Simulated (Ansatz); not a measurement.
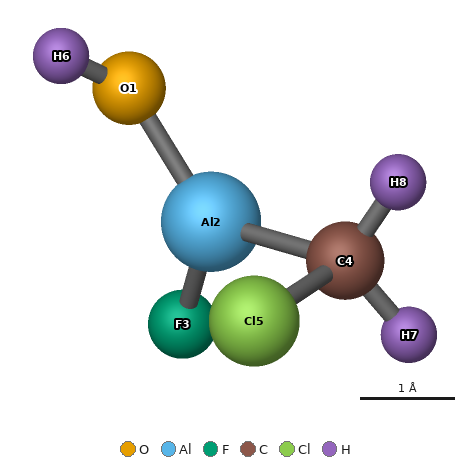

**Figure 1.** The structure as given in the input (ball-and-stick view, seen at a tilt; atoms are numbered from 1 in the order of the input). Sticks mark near contacts. Bond lengths as drawn: Al–C 1.96 Å, Al–F 1.64 Å, Al–O 1.67 Å, C–Cl 1.83 Å, C–H 1.08 Å and H–O 0.94 Å.

# Run report: CH₃AlClFO, molecular dynamics (part 1 of 4)

The run: molecular dynamics of CH₃AlClFO. Method and program: RHF/6-31G* (Ansatz 0.2.0).

It belongs to a series of runs on one base structure; here: dynamics from the highest image of the converged band. Figures and captions count atoms from 1; the log counts them from 0 in places.

**Output**
```
Engine: ansatz 0.2.0, aarch64-unknown-linux-gnu
Functional definition: HF
  exchange = exact_x
  correlation = 0
890 factors; integrals over basis functions are off by at most 3.7e-4 eV
mean field evaluation 1: about -24906.3001 eV, gradient 4.5e1 eV
mean field evaluation 2: about -24906.3581 eV, gradient 4.5e1 eV
mean field evaluation 4: about -24910.1281 eV, gradient 2.4e0 eV
mean field evaluation 8: about -24910.1582 eV, gradient 1.9e-1 eV
mean field -24910.15836498 eV, -915.4314352012 hartree, gradient 3.1e-5 eV, S^2 0.000000; 0 other end points of the search recorded, 0 dependent functions left out
the calculation of the forces begins
reference -24910.15836498 eV, -915.4314352012 hartree; 28, 28 occupied and 61, 61 virtual orbitals, 890 factors
md step     0: t =     0.00 fs  T =   100.0 K  F+E_penalty+E_count = -24910.15836498 eV  E_kin = 0.077556 eV  conserved = -24910.08080898 eV  (36 SCF iters)
these checks for a lower state are left out or cut short: starts, cluster_reference, orbital_swaps, neighbouring_geometries, increment
890 factors; integrals over basis functions are off by at most 3.8e-4 eV
mean field evaluation 16: about -24910.1572 eV, gradient 1.0e-3 eV
mean field -24910.15721043 eV, -915.4313927723 hartree, gradient 1.3e-5 eV, S^2 0.000000; 0 other end points of the search recorded, 0 dependent functions left out
the calculation of the forces begins
reference -24910.15721043 eV, -915.4313927723 hartree; 28, 28 occupied and 61, 61 virtual orbitals, 890 factors
md step     1: t =     0.50 fs  T =    98.6 K  F+E_penalty+E_count = -24910.15721043 eV  E_kin = 0.076433 eV  conserved = -24910.08077738 eV  (28 SCF iters)
[... from here on the SCF iterations and repeated set-up lines of each step are left out, up to the last step ...]
md step     2: t =     1.00 fs  T =    95.0 K  F+E_penalty+E_count = -24910.15442864 eV  E_kin = 0.073716 eV  conserved = -24910.08071246 eV  (28 SCF iters)
md step     3: t =     1.50 fs  T =    90.7 K  F+E_penalty+E_count = -24910.15100762 eV  E_kin = 0.070362 eV  conserved = -24910.08064561 eV  (28 SCF iters)
md step     4: t =     2.00 fs  T =    86.9 K  F+E_penalty+E_count = -24910.14797350 eV  E_kin = 0.067367 eV  conserved = -24910.08060682 eV  (27 SCF iters)
md step     5: t =     2.50 fs  T =    84.2 K  F+E_penalty+E_count = -24910.14593432 eV  E_kin = 0.065326 eV  conserved = -24910.08060806 eV  (26 SCF iters)
md step     6: t =     3.00 fs  T =    82.8 K  F+E_penalty+E_count = -24910.14488826 eV  E_kin = 0.064248 eV  conserved = -24910.08064048 eV  (27 SCF iters)
md step     7: t =     3.50 fs  T =    82.1 K  F+E_penalty+E_count = -24910.14435168 eV  E_kin = 0.063669 eV  conserved = -24910.08068307 eV  (27 SCF iters)
md step     8: t =     4.00 fs  T =    81.2 K  F+E_penalty+E_count = -24910.14367800 eV  E_kin = 0.062962 eV  conserved = -24910.08071602 eV  (27 SCF iters)
md step     9: t =     4.50 fs  T =    79.5 K  F+E_penalty+E_count = -24910.14236714 eV  E_kin = 0.061638 eV  conserved = -24910.08072869 eV  (27 SCF iters)
md step    10: t =     5.00 fs  T =    76.7 K  F+E_penalty+E_count = -24910.14023507 eV  E_kin = 0.059515 eV  conserved = -24910.08072047 eV  (27 SCF iters)
md step    11: t =     5.50 fs  T =    73.1 K  F+E_penalty+E_count = -24910.13742545 eV  E_kin = 0.056728 eV  conserved = -24910.08069725 eV  (27 SCF iters)
md step    12: t =     6.00 fs  T =    69.2 K  F+E_penalty+E_count = -24910.13431527 eV  E_kin = 0.053648 eV  conserved = -24910.08066757 eV  (27 SCF iters)
md step    13: t =     6.50 fs  T =    65.4 K  F+E_penalty+E_count = -24910.13137524 eV  E_kin = 0.050735 eV  conserved = -24910.08064025 eV  (27 SCF iters)
md step    14: t =     7.00 fs  T =    62.4 K  F+E_penalty+E_count = -24910.12902914 eV  E_kin = 0.048407 eV  conserved = -24910.08062226 eV  (26 SCF iters)
md step    15: t =     7.50 fs  T =    60.5 K  F+E_penalty+E_count = -24910.12754811 eV  E_kin = 0.046932 eV  conserved = -24910.08061647 eV  (26 SCF iters)
md step    16: t =     8.00 fs  T =    59.8 K  F+E_penalty+E_count = -24910.12700980 eV  E_kin = 0.046389 eV  conserved = -24910.08062129 eV  (26 SCF iters)
md step    17: t =     8.50 fs  T =    60.2 K  F+E_penalty+E_count = -24910.12732369 eV  E_kin = 0.046690 eV  conserved = -24910.08063332 eV  (26 SCF iters)
md step    18: t =     9.00 fs  T =    61.4 K  F+E_penalty+E_count = -24910.12828242 eV  E_kin = 0.047632 eV  conserved = -24910.08065066 eV  (28 SCF iters)
md step    19: t =     9.50 fs  T =    63.1 K  F+E_penalty+E_count = -24910.12959308 eV  E_kin = 0.048920 eV  conserved = -24910.08067305 eV  (27 SCF iters)
md step    20: t =    10.00 fs  T =    64.7 K  F+E_penalty+E_count = -24910.13089060 eV  E_kin = 0.050194 eV  conserved = -24910.08069684 eV  (27 SCF iters)
md step    21: t =    10.50 fs  T =    65.9 K  F+E_penalty+E_count = -24910.13179773 eV  E_kin = 0.051085 eV  conserved = -24910.08071318 eV  (28 SCF iters)
md step    22: t =    11.00 fs  T =    66.2 K  F+E_penalty+E_count = -24910.13206776 eV  E_kin = 0.051357 eV  conserved = -24910.08071067 eV  (28 SCF iters)
md step    23: t =    11.50 fs  T =    65.9 K  F+E_penalty+E_count = -24910.13175789 eV  E_kin = 0.051074 eV  conserved = -24910.08068410 eV  (28 SCF iters)
md step    24: t =    12.00 fs  T =    65.3 K  F+E_penalty+E_count = -24910.13130304 eV  E_kin = 0.050662 eV  conserved = -24910.08064086 eV  (28 SCF iters)
md step    25: t =    12.50 fs  T =    65.5 K  F+E_penalty+E_count = -24910.13139616 eV  E_kin = 0.050797 eV  conserved = -24910.08059932 eV  (27 SCF iters)
md step    26: t =    13.00 fs  T =    67.2 K  F+E_penalty+E_count = -24910.13269885 eV  E_kin = 0.052118 eV  conserved = -24910.08058043 eV  (37 SCF iters)
md step    27: t =    13.50 fs  T =    70.8 K  F+E_penalty+E_count = -24910.13551382 eV  E_kin = 0.054917 eV  conserved = -24910.08059702 eV  (28 SCF iters)
md step    28: t =    14.00 fs  T =    76.0 K  F+E_penalty+E_count = -24910.13958388 eV  E_kin = 0.058937 eV  conserved = -24910.08064672 eV  (27 SCF iters)
md step    29: t =    14.50 fs  T =    81.8 K  F+E_penalty+E_count = -24910.14413082 eV  E_kin = 0.063420 eV  conserved = -24910.08071092 eV  (27 SCF iters)
md step    30: t =    15.00 fs  T =    86.9 K  F+E_penalty+E_count = -24910.14814864 eV  E_kin = 0.067387 eV  conserved = -24910.08076127 eV  (28 SCF iters)
md step    31: t =    15.50 fs  T =    90.4 K  F+E_penalty+E_count = -24910.15084726 eV  E_kin = 0.070075 eV  conserved = -24910.08077194 eV  (27 SCF iters)
md step    32: t =    16.00 fs  T =    92.0 K  F+E_penalty+E_count = -24910.15205069 eV  E_kin = 0.071317 eV  conserved = -24910.08073398 eV  (26 SCF iters)
md step    33: t =    16.50 fs  T =    92.4 K  F+E_penalty+E_count = -24910.15233120 eV  E_kin = 0.071668 eV  conserved = -24910.08066340 eV  (26 SCF iters)
md step    34: t =    17.00 fs  T =    93.0 K  F+E_penalty+E_count = -24910.15276094 eV  E_kin = 0.072165 eV  conserved = -24910.08059574 eV  (27 SCF iters)
md step    35: t =    17.50 fs  T =    95.2 K  F+E_penalty+E_count = -24910.15436941 eV  E_kin = 0.073802 eV  conserved = -24910.08056717 eV  (26 SCF iters)
md step    36: t =    18.00 fs  T =    99.3 K  F+E_penalty+E_count = -24910.15759575 eV  E_kin = 0.077003 eV  conserved = -24910.08059282 eV  (27 SCF iters)
md step    37: t =    18.50 fs  T =   105.0 K  F+E_penalty+E_count = -24910.16206022 eV  E_kin = 0.081402 eV  conserved = -24910.08065798 eV  (27 SCF iters)
md step    38: t =    19.00 fs  T =   111.0 K  F+E_penalty+E_count = -24910.16678668 eV  E_kin = 0.086059 eV  conserved = -24910.08072795 eV  (26 SCF iters)
md step    39: t =    19.50 fs  T =   116.0 K  F+E_penalty+E_count = -24910.17072543 eV  E_kin = 0.089956 eV  conserved = -24910.08076978 eV  (27 SCF iters)
md step    40: t =    20.00 fs  T =   119.3 K  F+E_penalty+E_count = -24910.17325736 eV  E_kin = 0.092489 eV  conserved = -24910.08076876 eV  (27 SCF iters)
md step    41: t =    20.50 fs  T =   120.8 K  F+E_penalty+E_count = -24910.17442127 eV  E_kin = 0.093689 eV  conserved = -24910.08073255 eV  (27 SCF iters)
md step    42: t =    21.00 fs  T =   121.4 K  F+E_penalty+E_count = -24910.17479867 eV  E_kin = 0.094116 eV  conserved = -24910.08068296 eV  (27 SCF iters)
md step    43: t =    21.50 fs  T =   121.9 K  F+E_penalty+E_count = -24910.17517513 eV  E_kin = 0.094532 eV  conserved = -24910.08064341 eV  (27 SCF iters)
md step    44: t =    22.00 fs  T =   123.2 K  F+E_penalty+E_count = -24910.17617287 eV  E_kin = 0.095544 eV  conserved = -24910.08062847 eV  (26 SCF iters)
md step    45: t =    22.50 fs  T =   125.6 K  F+E_penalty+E_count = -24910.17801959 eV  E_kin = 0.097380 eV  conserved = -24910.08063935 eV  (25 SCF iters)
md step    46: t =    23.00 fs  T =   128.8 K  F+E_penalty+E_count = -24910.18052673 eV  E_kin = 0.099861 eV  conserved = -24910.08066588 eV  (27 SCF iters)
md step    47: t =    23.50 fs  T =   132.2 K  F+E_penalty+E_count = -24910.18324624 eV  E_kin = 0.102552 eV  conserved = -24910.08069392 eV  (27 SCF iters)
md step    48: t =    24.00 fs  T =   135.4 K  F+E_penalty+E_count = -24910.18569448 eV  E_kin = 0.104981 eV  conserved = -24910.08071344 eV  (27 SCF iters)
md step    49: t =    24.50 fs  T =   137.7 K  F+E_penalty+E_count = -24910.18751599 eV  E_kin = 0.106793 eV  conserved = -24910.08072326 eV  (26 SCF iters)
md step    50: t =    25.00 fs  T =   139.0 K  F+E_penalty+E_count = -24910.18851688 eV  E_kin = 0.107789 eV  conserved = -24910.08072814 eV  (26 SCF iters)
md step    51: t =    25.50 fs  T =   139.1 K  F+E_penalty+E_count = -24910.18860594 eV  E_kin = 0.107874 eV  conserved = -24910.08073149 eV  (26 SCF iters)
md step    52: t =    26.00 fs  T =   138.0 K  F+E_penalty+E_count = -24910.18775029 eV  E_kin = 0.107020 eV  conserved = -24910.08073033 eV  (27 SCF iters)
md step    53: t =    26.50 fs  T =   135.8 K  F+E_penalty+E_count = -24910.18601717 eV  E_kin = 0.105299 eV  conserved = -24910.08071825 eV  (26 SCF iters)
md step    54: t =    27.00 fs  T =   132.8 K  F+E_penalty+E_count = -24910.18365943 eV  E_kin = 0.102966 eV  conserved = -24910.08069351 eV  (36 SCF iters)
md step    55: t =    27.50 fs  T =   129.5 K  F+E_penalty+E_count = -24910.18112858 eV  E_kin = 0.100465 eV  conserved = -24910.08066405 eV  (26 SCF iters)
md step    56: t =    28.00 fs  T =   126.7 K  F+E_penalty+E_count = -24910.17894508 eV  E_kin = 0.098301 eV  conserved = -24910.08064380 eV  (26 SCF iters)
md step    57: t =    28.50 fs  T =   124.9 K  F+E_penalty+E_count = -24910.17747843 eV  E_kin = 0.096834 eV  conserved = -24910.08064403 eV  (26 SCF iters)
md step    58: t =    29.00 fs  T =   123.9 K  F+E_penalty+E_count = -24910.17676672 eV  E_kin = 0.096100 eV  conserved = -24910.08066653 eV  (27 SCF iters)
md step    59: t =    29.50 fs  T =   123.5 K  F+E_penalty+E_count = -24910.17648115 eV  E_kin = 0.095778 eV  conserved = -24910.08070282 eV  (27 SCF iters)
md step    60: t =    30.00 fs  T =   122.9 K  F+E_penalty+E_count = -24910.17605282 eV  E_kin = 0.095315 eV  conserved = -24910.08073824 eV  (26 SCF iters)
md step    61: t =    30.50 fs  T =   121.4 K  F+E_penalty+E_count = -24910.17490330 eV  E_kin = 0.094146 eV  conserved = -24910.08075754 eV  (27 SCF iters)
md step    62: t =    31.00 fs  T =   118.5 K  F+E_penalty+E_count = -24910.17269021 eV  E_kin = 0.091940 eV  conserved = -24910.08075025 eV  (26 SCF iters)
md step    63: t =    31.50 fs  T =   114.5 K  F+E_penalty+E_count = -24910.16947947 eV  E_kin = 0.088764 eV  conserved = -24910.08071523 eV  (27 SCF iters)
md step    64: t =    32.00 fs  T =   109.7 K  F+E_penalty+E_count = -24910.16576886 eV  E_kin = 0.085105 eV  conserved = -24910.08066337 eV  (26 SCF iters)
md step    65: t =    32.50 fs  T =   105.4 K  F+E_penalty+E_count = -24910.16232221 eV  E_kin = 0.081707 eV  conserved = -24910.08061551 eV  (27 SCF iters)
md step    66: t =    33.00 fs  T =   102.2 K  F+E_penalty+E_count = -24910.15984876 eV  E_kin = 0.079255 eV  conserved = -24910.08059384 eV  (27 SCF iters)
md step    67: t =    33.50 fs  T =   100.6 K  F+E_penalty+E_count = -24910.15866140 eV  E_kin = 0.078050 eV  conserved = -24910.08061127 eV  (27 SCF iters)
md step    68: t =    34.00 fs  T =   100.4 K  F+E_penalty+E_count = -24910.15849109 eV  E_kin = 0.077830 eV  conserved = -24910.08066100 eV  (26 SCF iters)
md step    69: t =    34.50 fs  T =   100.4 K  F+E_penalty+E_count = -24910.15858725 eV  E_kin = 0.077867 eV  conserved = -24910.08072002 eV  (26 SCF iters)
md step    70: t =    35.00 fs  T =    99.7 K  F+E_penalty+E_count = -24910.15806706 eV  E_kin = 0.077307 eV  conserved = -24910.08076054 eV  (26 SCF iters)
md step    71: t =    35.50 fs  T =    97.4 K  F+E_penalty+E_count = -24910.15634018 eV  E_kin = 0.075577 eV  conserved = -24910.08076357 eV  (26 SCF iters)
md step    72: t =    36.00 fs  T =    93.7 K  F+E_penalty+E_count = -24910.15339640 eV  E_kin = 0.072669 eV  conserved = -24910.08072781 eV  (27 SCF iters)
md step    73: t =    36.50 fs  T =    89.2 K  F+E_penalty+E_count = -24910.14982092 eV  E_kin = 0.069151 eV  conserved = -24910.08066967 eV  (27 SCF iters)
md step    74: t =    37.00 fs  T =    85.0 K  F+E_penalty+E_count = -24910.14653602 eV  E_kin = 0.065920 eV  conserved = -24910.08061559 eV  (28 SCF iters)
md step    75: t =    37.50 fs  T =    82.3 K  F+E_penalty+E_count = -24910.14438924 eV  E_kin = 0.063799 eV  conserved = -24910.08059002 eV  (27 SCF iters)
md step    76: t =    38.00 fs  T =    81.5 K  F+E_penalty+E_count = -24910.14377518 eV  E_kin = 0.063171 eV  conserved = -24910.08060402 eV  (27 SCF iters)
md step    77: t =    38.50 fs  T =    82.3 K  F+E_penalty+E_count = -24910.14446839 eV  E_kin = 0.063819 eV  conserved = -24910.08064956 eV  (27 SCF iters)
md step    78: t =    39.00 fs  T =    83.9 K  F+E_penalty+E_count = -24910.14575096 eV  E_kin = 0.065048 eV  conserved = -24910.08070340 eV  (27 SCF iters)
md step    79: t =    39.50 fs  T =    85.1 K  F+E_penalty+E_count = -24910.14677339 eV  E_kin = 0.066034 eV  conserved = -24910.08073913 eV  (27 SCF iters)
md step    80: t =    40.00 fs  T =    85.4 K  F+E_penalty+E_count = -24910.14696189 eV  E_kin = 0.066221 eV  conserved = -24910.08074130 eV  (27 SCF iters)
md step    81: t =    40.50 fs  T =    84.5 K  F+E_penalty+E_count = -24910.14625867 eV  E_kin = 0.065546 eV  conserved = -24910.08071305 eV  (37 SCF iters)
md step    82: t =    41.00 fs  T =    83.0 K  F+E_penalty+E_count = -24910.14507904 eV  E_kin = 0.064407 eV  conserved = -24910.08067240 eV  (27 SCF iters)
md step    83: t =    41.50 fs  T =    81.7 K  F+E_penalty+E_count = -24910.14403981 eV  E_kin = 0.063400 eV  conserved = -24910.08064024 eV  (27 SCF iters)
md step    84: t =    42.00 fs  T =    81.2 K  F+E_penalty+E_count = -24910.14364216 eV  E_kin = 0.063014 eV  conserved = -24910.08062801 eV  (28 SCF iters)
md step    85: t =    42.50 fs  T =    81.8 K  F+E_penalty+E_count = -24910.14409297 eV  E_kin = 0.063459 eV  conserved = -24910.08063366 eV  (27 SCF iters)
md step    86: t =    43.00 fs  T =    83.4 K  F+E_penalty+E_count = -24910.14532644 eV  E_kin = 0.064679 eV  conserved = -24910.08064768 eV  (27 SCF iters)
md step    87: t =    43.50 fs  T =    85.7 K  F+E_penalty+E_count = -24910.14714447 eV  E_kin = 0.066483 eV  conserved = -24910.08066146 eV  (27 SCF iters)
md step    88: t =    44.00 fs  T =    88.5 K  F+E_penalty+E_count = -24910.14934712 eV  E_kin = 0.068675 eV  conserved = -24910.08067233 eV  (27 SCF iters)
md step    89: t =    44.50 fs  T =    91.7 K  F+E_penalty+E_count = -24910.15177632 eV  E_kin = 0.071094 eV  conserved = -24910.08068240 eV  (28 SCF iters)
md step    90: t =    45.00 fs  T =    94.9 K  F+E_penalty+E_count = -24910.15428724 eV  E_kin = 0.073594 eV  conserved = -24910.08069364 eV  (27 SCF iters)
md step    91: t =    45.50 fs  T =    98.0 K  F+E_penalty+E_count = -24910.15671451 eV  E_kin = 0.076009 eV  conserved = -24910.08070513 eV  (27 SCF iters)
md step    92: t =    46.00 fs  T =   100.8 K  F+E_penalty+E_count = -24910.15888507 eV  E_kin = 0.078173 eV  conserved = -24910.08071222 eV  (27 SCF iters)
md step    93: t =    46.50 fs  T =   103.1 K  F+E_penalty+E_count = -24910.16068469 eV  E_kin = 0.079975 eV  conserved = -24910.08070979 eV  (27 SCF iters)
md step    94: t =    47.00 fs  T =   105.0 K  F+E_penalty+E_count = -24910.16213516 eV  E_kin = 0.081439 eV  conserved = -24910.08069591 eV  (26 SCF iters)
md step    95: t =    47.50 fs  T =   106.7 K  F+E_penalty+E_count = -24910.16342500 eV  E_kin = 0.082751 eV  conserved = -24910.08067437 eV  (27 SCF iters)
md step    96: t =    48.00 fs  T =   108.6 K  F+E_penalty+E_count = -24910.16485404 eV  E_kin = 0.084200 eV  conserved = -24910.08065446 eV  (26 SCF iters)
md step    97: t =    48.50 fs  T =   110.9 K  F+E_penalty+E_count = -24910.16669326 eV  E_kin = 0.086045 eV  conserved = -24910.08064809 eV  (26 SCF iters)
md step    98: t =    49.00 fs  T =   113.9 K  F+E_penalty+E_count = -24910.16900785 eV  E_kin = 0.088345 eV  conserved = -24910.08066326 eV  (27 SCF iters)
md step    99: t =    49.50 fs  T =   117.1 K  F+E_penalty+E_count = -24910.17153502 eV  E_kin = 0.090836 eV  conserved = -24910.08069920 eV  (27 SCF iters)
md step   100: t =    50.00 fs  T =   119.9 K  F+E_penalty+E_count = -24910.17370531 eV  E_kin = 0.092962 eV  conserved = -24910.08074304 eV  (26 SCF iters)
md step   101: t =    50.50 fs  T =   121.3 K  F+E_penalty+E_count = -24910.17484468 eV  E_kin = 0.094070 eV  conserved = -24910.08077467 eV  (26 SCF iters)
md step   102: t =    51.00 fs  T =   120.8 K  F+E_penalty+E_count = -24910.17448286 eV  E_kin = 0.093706 eV  conserved = -24910.08077716 eV  (27 SCF iters)
md step   103: t =    51.50 fs  T =   118.4 K  F+E_penalty+E_count = -24910.17261014 eV  E_kin = 0.091864 eV  conserved = -24910.08074651 eV  (27 SCF iters)
md step   104: t =    52.00 fs  T =   114.8 K  F+E_penalty+E_count = -24910.16973440 eV  E_kin = 0.089040 eV  conserved = -24910.08069436 eV  (27 SCF iters)
md step   105: t =    52.50 fs  T =   111.0 K  F+E_penalty+E_count = -24910.16669511 eV  E_kin = 0.086052 eV  conserved = -24910.08064298 eV  (26 SCF iters)
md step   106: t =    53.00 fs  T =   107.9 K  F+E_penalty+E_count = -24910.16431480 eV  E_kin = 0.083701 eV  conserved = -24910.08061429 eV  (27 SCF iters)
md step   107: t =    53.50 fs  T =   106.3 K  F+E_penalty+E_count = -24910.16304777 eV  E_kin = 0.082426 eV  conserved = -24910.08062144 eV  (27 SCF iters)
md step   108: t =    54.00 fs  T =   105.9 K  F+E_penalty+E_count = -24910.16277637 eV  E_kin = 0.082114 eV  conserved = -24910.08066208 eV  (28 SCF iters)
md step   109: t =    54.50 fs  T =   105.9 K  F+E_penalty+E_count = -24910.16285125 eV  E_kin = 0.082133 eV  conserved = -24910.08071856 eV  (36 SCF iters)
md step   110: t =    55.00 fs  T =   105.2 K  F+E_penalty+E_count = -24910.16237257 eV  E_kin = 0.081608 eV  conserved = -24910.08076436 eV  (27 SCF iters)
md step   111: t =    55.50 fs  T =   102.9 K  F+E_penalty+E_count = -24910.16060763 eV  E_kin = 0.079832 eV  conserved = -24910.08077574 eV  (27 SCF iters)
md step   112: t =    56.00 fs  T =    98.8 K  F+E_penalty+E_count = -24910.15736002 eV  E_kin = 0.076616 eV  conserved = -24910.08074439 eV  (27 SCF iters)
md step   113: t =    56.50 fs  T =    93.4 K  F+E_penalty+E_count = -24910.15309651 eV  E_kin = 0.072413 eV  conserved = -24910.08068381 eV  (26 SCF iters)
```
